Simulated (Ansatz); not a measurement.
```xyz
3

C     0.0000    0.0000   -0.2669
Ge    0.0000    0.0000    1.6431
H     0.0000    0.0000   -1.3762
```

Geometry: PBE-D3(BJ)/def2-SVP.

The calculation used Ansatz 0.2.0, isolated molecule in a Gaussian basis; Kohn-Sham density functional theory, functional PBE0.

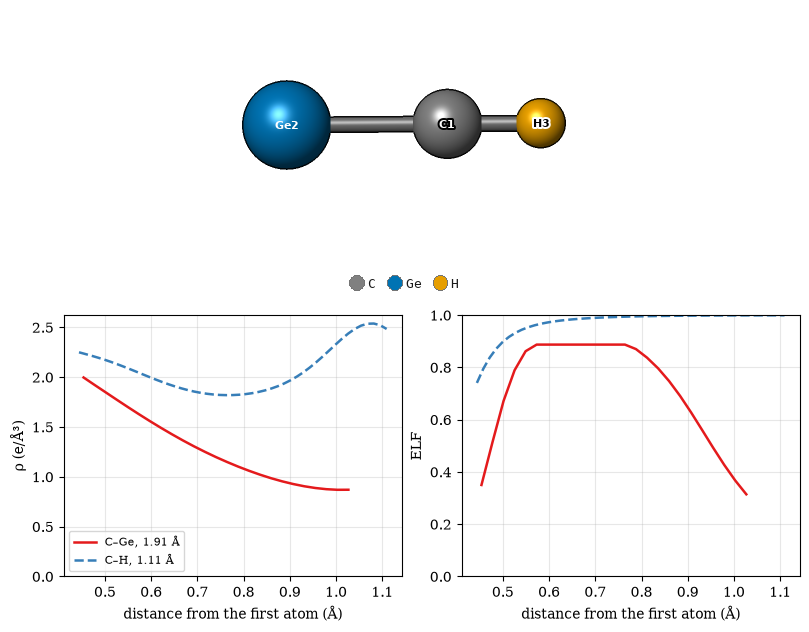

CHGe (charge +1, triplet). Electron density and electron localisation function along straight lines between neighbouring atoms. The curves leave out the atomic cores. The structure is drawn too.

What can be read from the curves?

C–Ge (1.91 Å): ρ at the midpoint is about 0.89 e/Å³; the ELF peaks at about 0.90 in the valence shell of C, 0.6 Å from its nucleus, and is about 0.50 at the midpoint.
C–H (1.11 Å): the density is about 2.1 e/Å³ at the midpoint; the ELF climbs to about 1 towards the hydrogen, as it does in any bond to H: a covalent bond by its length.
